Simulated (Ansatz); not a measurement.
**Run report: CH₈ClNSi₂, geometry relaxation (part 1 of 2)**

System: CH₈ClNSi₂, SMILES C[SiH2][SiH](N)Cl.
Method: RKS PBE-D4/def2-SVP (Ansatz 0.2.0).

The geometry: force-field start. Figures and captions count atoms from 1; the log counts them from 0 in places.

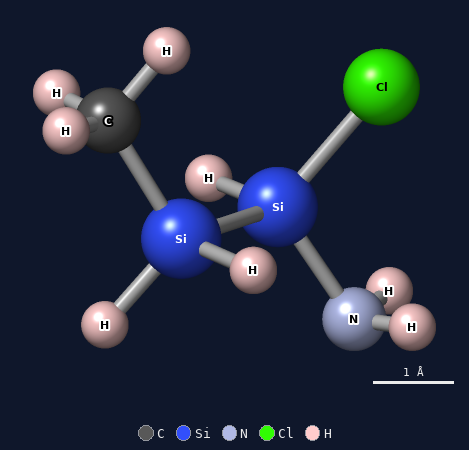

*The starting structure (ball-and-stick view, seen at a tilt).*

Bond lengths as drawn: Cl–Si 2.02 Å, C–H 1.04 to 1.16 Å, C–Si 1.83 Å, H–N 0.99 to 1.09 Å, H–Si 1.45 to 1.51 Å, N–Si 1.78 Å and Si–Si 2.34 Å.

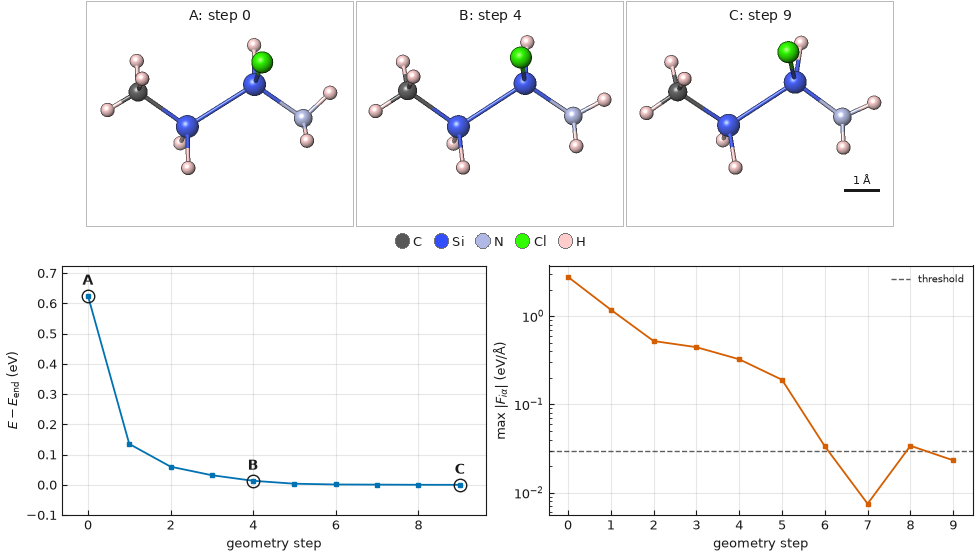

*Frames of the relaxation (ball-and-stick view, seen at a tilt) above the curves, on which the letters mark them (the first geometry is step 0 here and step 1 in the log).*

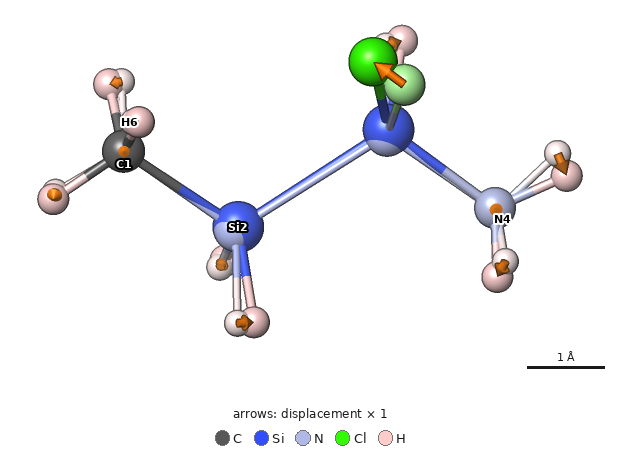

*Start (faint) and end (solid) with the displacements as orange arrows, at true length (ball-and-stick view, seen at a tilt). The two geometries are laid on each other by the best rigid fit.*

The energy falls by 0.625 eV in 9 geometry steps. Largest force component: 2.8 eV/Å at the start, 0.023 eV/Å at the end. Cl5 moves most after the best rigid fit: 0.51 Å. Largest moves by element: Cl 0.51 Å, H 0.31 Å, N 0.14 Å, C 0.11 Å, Si 0.07 Å. Among the contacts that change: Si3–Cl5 2.023 → 2.128 Å, N4–H13 1.094 → 1.024 Å, C1–Si2 1.826 → 1.892 Å, C1–H8 1.044 → 1.108 Å. Among the angles that change: Si3–N4–H13 100.5° → 119.6°, Si3–N4–H12 108.0° → 119.1°, N4–Si3–Cl5 106.3° → 115.2°. (Atoms are counted from 1 in the order of the input.)

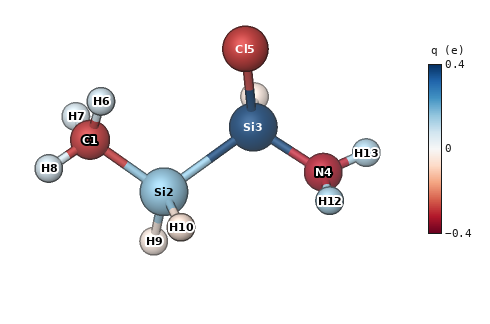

*Mulliken charges, as the colour of each atom (ball-and-stick view, seen on its broad side; atoms are numbered from 1 in the order of the input; Mulliken charges depend strongly on the basis).*

By element: C −0.28, Si +0.17 to +0.38, N −0.32, Cl −0.28 and H −0.06 to +0.13 e.

These pictures come from the run below.

### The input
```yaml
crystal:
  periodic: [false, false, false]
  atoms:
    - {symbol: C, position_ang: [-0.772600, -1.129100, 1.821900]}
    - {symbol: Si, position_ang: [0.579500, -0.694300, 0.673700]}
    - {symbol: Si, position_ang: [-0.232400, 0.579800, -1.111000]}
    - {symbol: N, position_ang: [1.077600, 1.077200, -2.203900]}
    - {symbol: Cl, position_ang: [-1.085900, 2.284700, -0.436100]}
    - {symbol: H, position_ang: [-1.276600, -0.158600, 2.212500]}
    - {symbol: H, position_ang: [-1.577300, -1.649000, 1.300900]}
    - {symbol: H, position_ang: [-0.441200, -1.669000, 2.651400]}
    - {symbol: H, position_ang: [1.202100, -1.940800, 0.229800]}
    - {symbol: H, position_ang: [1.636500, 0.060600, 1.441200]}
    - {symbol: H, position_ang: [-1.230300, -0.150200, -1.861600]}
    - {symbol: H, position_ang: [1.634800, 1.750100, -1.730100]}
    - {symbol: H, position_ang: [0.506200, 1.603800, -2.973900]}
basis:
  gaussian: {orbitals: def2-SVP}
hamiltonian: {xc: pbe, dispersion: d4}
relax: {f_tol: 0.03, max_steps: 200}
```

Command:
```bash
ansatz run in.yaml --threads 4 --pin off --events-out ev --progress --plain --max-ram 10444MiB
```

### Output
```
Functional definition: PBE
  name "PBE"
  cite "Perdew, Burke & Ernzerhof, Phys. Rev. Lett. 77, 3865 (1996) doi:10.1103/PhysRevLett.77.3865"
  parent pbe
  parameter kappa = 0.804
  parameter beta = 0.06672455060314922
  exchange = pbe_x(kappa = kappa, mu = beta*pi^2/3)
  correlation = pbe_c(beta = beta)
1381 factors; their error is unknown
mean field evaluation 1: about -30895.9647 eV, gradient 7.7e1 eV
mean field evaluation 2: about -30849.7669 eV, gradient 1.4e2 eV
mean field evaluation 4: about -30908.9712 eV, gradient 1.3e1 eV
mean field evaluation 8: about -30909.4088 eV, gradient 2.2e-1 eV
mean field evaluation 16: about -30909.3115 eV, gradient 2.8e-4 eV
mean field -30909.31154452 eV, -1135.8962481771 hartree, gradient 1.6e-5 eV, S^2 0.000000; 0 other end points of the search recorded, 0 dependent functions left out
the calculation of the forces begins
reference -30909.31158470 eV, -1135.8962496539 hartree; 33, 33 occupied and 89, 89 virtual orbitals, 1381 factors
relax step   1: F+E_penalty+E_count = -30909.64155262 eV  Δ(F+E_penalty+E_count) = +0.000e0 eV  max|allowed force component| = 2.786e0 eV/Å  Δτ_max = 0.0000 Å  (28 SCF iters, accepted)
these checks for a lower state are left out or cut short: starts, cluster_reference, orbital_swaps, neighbouring_geometries, increment
1381 factors; their error is unknown
mean field -30909.80582853 eV, -1135.9144127795 hartree, gradient 7.2e-6 eV, S^2 0.000000; 0 other end points of the search recorded, 0 dependent functions left out
the calculation of the forces begins
reference -30909.80586950 eV, -1135.9144142850 hartree; 33, 33 occupied and 89, 89 virtual orbitals, 1381 factors
relax step   2: F+E_penalty+E_count = -30910.13153957 eV  Δ(F+E_penalty+E_count) = -4.900e-1 eV  max|allowed force component| = 1.184e0 eV/Å  Δτ_max = 0.1950 Å  (29 SCF iters, accepted)
these checks for a lower state are left out or cut short: starts, cluster_reference, orbital_swaps, neighbouring_geometries, increment
1381 factors; their error is unknown
mean field evaluation 32: about -30909.8794 eV, gradient 1.0e-5 eV
mean field -30909.87940169 eV, -1135.9171165434 hartree, gradient 1.0e-5 eV, S^2 0.000000; 0 other end points of the search recorded, 0 dependent functions left out
the calculation of the forces begins
reference -30909.87944277 eV, -1135.9171180531 hartree; 33, 33 occupied and 89, 89 virtual orbitals, 1381 factors
relax step   3: F+E_penalty+E_count = -30910.20675609 eV  Δ(F+E_penalty+E_count) = -7.522e-2 eV  max|allowed force component| = 5.225e-1 eV/Å  Δτ_max = 0.0995 Å  (29 SCF iters, accepted)
these checks for a lower state are left out or cut short: starts, cluster_reference, orbital_swaps, neighbouring_geometries, increment
1381 factors; their error is unknown
mean field -30909.90750613 eV, -1135.9181493623 hartree, gradient 8.5e-6 eV, S^2 0.000000; 0 other end points of the search recorded, 0 dependent functions left out
the calculation of the forces begins
reference -30909.90754724 eV, -1135.9181508733 hartree; 33, 33 occupied and 89, 89 virtual orbitals, 1381 factors
relax step   4: F+E_penalty+E_count = -30910.23506782 eV  Δ(F+E_penalty+E_count) = -2.831e-2 eV  max|allowed force component| = 4.451e-1 eV/Å  Δτ_max = 0.0794 Å  (30 SCF iters, accepted)
these checks for a lower state are left out or cut short: starts, cluster_reference, orbital_swaps, neighbouring_geometries, increment
1381 factors; their error is unknown
mean field -30909.92499303 eV, -1135.9187919942 hartree, gradient 8.3e-6 eV, S^2 0.000000; 0 other end points of the search recorded, 0 dependent functions left out
the calculation of the forces begins
reference -30909.92503417 eV, -1135.9187935059 hartree; 33, 33 occupied and 89, 89 virtual orbitals, 1381 factors
relax step   5: F+E_penalty+E_count = -30910.25345244 eV  Δ(F+E_penalty+E_count) = -1.838e-2 eV  max|allowed force component| = 3.247e-1 eV/Å  Δτ_max = 0.0412 Å  (29 SCF iters, accepted)
these checks for a lower state are left out or cut short: starts, cluster_reference, orbital_swaps, neighbouring_geometries, increment
1381 factors; their error is unknown
mean field -30909.93404869 eV, -1135.9191247835 hartree, gradient 9.5e-6 eV, S^2 0.000000; 0 other end points of the search recorded, 0 dependent functions left out
the calculation of the forces begins
reference -30909.93408979 eV, -1135.9191262940 hartree; 33, 33 occupied and 89, 89 virtual orbitals, 1381 factors
relax step   6: F+E_penalty+E_count = -30910.26314884 eV  Δ(F+E_penalty+E_count) = -9.696e-3 eV  max|allowed force component| = 1.901e-1 eV/Å  Δτ_max = 0.0614 Å  (28 SCF iters, accepted)
these checks for a lower state are left out or cut short: starts, cluster_reference, orbital_swaps, neighbouring_geometries, increment
1381 factors; their error is unknown
mean field -30909.93599305 eV, -1135.9191962374 hartree, gradient 2.1e-5 eV, S^2 0.000000; 0 other end points of the search recorded, 0 dependent functions left out
the calculation of the forces begins
reference -30909.93603418 eV, -1135.9191977489 hartree; 33, 33 occupied and 89, 89 virtual orbitals, 1381 factors
relax step   7: F+E_penalty+E_count = -30910.26564903 eV  Δ(F+E_penalty+E_count) = -2.500e-3 eV  max|allowed force component| = 3.356e-2 eV/Å  Δτ_max = 0.0329 Å  (30 SCF iters, accepted)
these checks for a lower state are left out or cut short: starts, cluster_reference, orbital_swaps, neighbouring_geometries, increment
1381 factors; their error is unknown
mean field evaluation 64: about -30909.9363 eV, gradient 1.9e-1 eV
mean field -30909.93635031 eV, -1135.9192093666 hartree, gradient 2.1e-5 eV, S^2 0.000000; 0 other end points of the search recorded, 0 dependent functions left out
the calculation of the forces begins
reference -30909.93639146 eV, -1135.9192108788 hartree; 33, 33 occupied and 89, 89 virtual orbitals, 1381 factors
relax step   8: F+E_penalty+E_count = -30910.26616137 eV  Δ(F+E_penalty+E_count) = -5.123e-4 eV  max|allowed force component| = 7.496e-3 eV/Å  Δτ_max = 0.0234 Å  (30 SCF iters, accepted)
these checks for a lower state are left out or cut short: starts, cluster_reference, orbital_swaps, neighbouring_geometries, increment
1381 factors; their error is unknown
mean field -30909.93666327 eV, -1135.9192208675 hartree, gradient 2.0e-5 eV, S^2 0.000000; 0 other end points of the search recorded, 0 dependent functions left out
the calculation of the forces begins
reference -30909.93670442 eV, -1135.9192223797 hartree; 33, 33 occupied and 89, 89 virtual orbitals, 1381 factors
relax step   9: F+E_penalty+E_count = -30910.26666438 eV  Δ(F+E_penalty+E_count) = -5.030e-4 eV  max|allowed force component| = 3.398e-2 eV/Å  Δτ_max = 0.0576 Å  (29 SCF iters, accepted)
these checks for a lower state are left out or cut short: starts, cluster_reference, orbital_swaps, neighbouring_geometries, increment
1381 factors; their error is unknown
mean field -30909.93666362 eV, -1135.9192208805 hartree, gradient 2.0e-5 eV, S^2 0.000000; 0 other end points of the search recorded, 0 dependent functions left out
the calculation of the forces begins
reference -30909.93670478 eV, -1135.9192223929 hartree; 33, 33 occupied and 89, 89 virtual orbitals, 1381 factors
relax step  10: F+E_penalty+E_count = -30910.26681204 eV  Δ(F+E_penalty+E_count) = -1.477e-4 eV  max|allowed force component| = 2.326e-2 eV/Å  Δτ_max = 0.0322 Å  (30 SCF iters, accepted)
1381 factors; their error is unknown
mean field evaluation 96: about -30909.9367 eV, gradient 2.1e-2 eV
mean field -30909.93666362 eV, -1135.9192208805 hartree, gradient 2.0e-5 eV, S^2 0.000000; 1 other end points of the search recorded, 0 dependent functions left out
the calculation of the forces begins
reference -30909.93670478 eV, -1135.9192223929 hartree; 33, 33 occupied and 89, 89 virtual orbitals, 1381 factors
Total energy: -30910.26685319 eV, -1135.9313551234 hartree
Atom 0 at    -0.793595    -1.045339     1.888536 Å, force    -0.014961     0.003476    -0.003148 eV/Å
Atom 1 at     0.559872    -0.719137     0.606979 Å, force     0.008352     0.005737    -0.015300 eV/Å
Atom 2 at    -0.292596     0.572122    -1.155761 Å, force    -0.001752     0.016736    -0.023262 eV/Å
Atom 3 at     1.013538     1.176905    -2.122235 Å, force     0.005189     0.008687    -0.007588 eV/Å
Atom 4 at    -1.459456     2.059276    -0.178918 Å, force     0.001890    -0.000759     0.001538 eV/Å
Atom 5 at    -1.262058    -0.084819     2.183348 Å, force     0.005683    -0.005874    -0.002777 eV/Å
Atom 6 at    -1.584843    -1.696848     1.464845 Å, force     0.015349     0.008004     0.004952 eV/Å
Atom 7 at    -0.384277    -1.537019     2.793267 Å, force     0.003238    -0.003550     0.003584 eV/Å
Atom 8 at     1.148817    -2.003896     0.079351 Å, force     0.000099     0.003644     0.013474 eV/Å
Atom 9 at     1.686709     0.089401     1.206722 Å, force    -0.006978    -0.018501     0.009595 eV/Å
Atom 10 at    -1.242680    -0.113583    -2.096416 Å, force     0.005792     0.000535     0.003181 eV/Å
Atom 11 at     1.821642     1.600083    -1.657260 Å, force    -0.019701    -0.008639     0.004514 eV/Å
Atom 12 at     0.809328     1.668056    -2.997658 Å, force    -0.002199    -0.009495     0.011237 eV/Å
Dipole moment:     0.236183    -0.031512    -0.132035 e Å
```
